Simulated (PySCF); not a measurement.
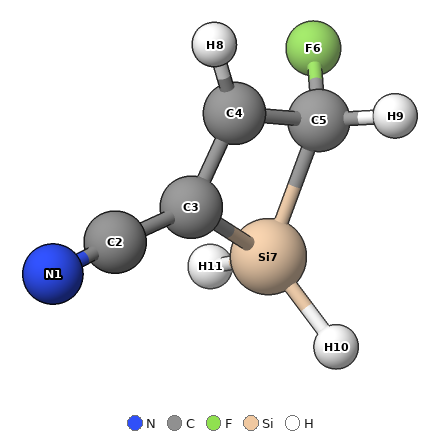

C₄H₄FNSi, SMILES N#CC1=C[C@H](F)[SiH2]1. Vertical core-electron binding energies by ΔSCF (SCAN, pcX-2 on the ionised atom, pcseg-1 elsewhere, none; PySCF 2.14.0, at a PBE0-D3(BJ)/def2-SVP geometry (no frequency check)), gas phase, against the vacuum level. One atom of each kind was ionised; within a panel, areas follow the number of like atoms, Gaussians of 0.4 eV full width. Only the regions named are shown. Lines closer than the width merge in the curve.

Question: Predict the C 1s photoelectron lines.

Answer:
```tsv
level	atoms	binding energy (eV)
C 1s	C5	293.0
C 1s	C2	292.2
C 1s	C3	291.6
C 1s	C4	291.5
```

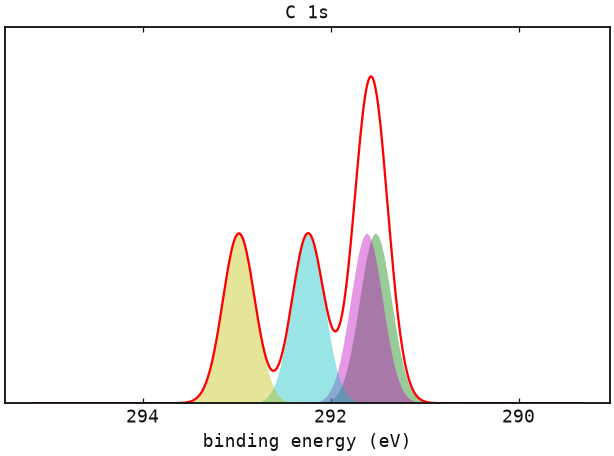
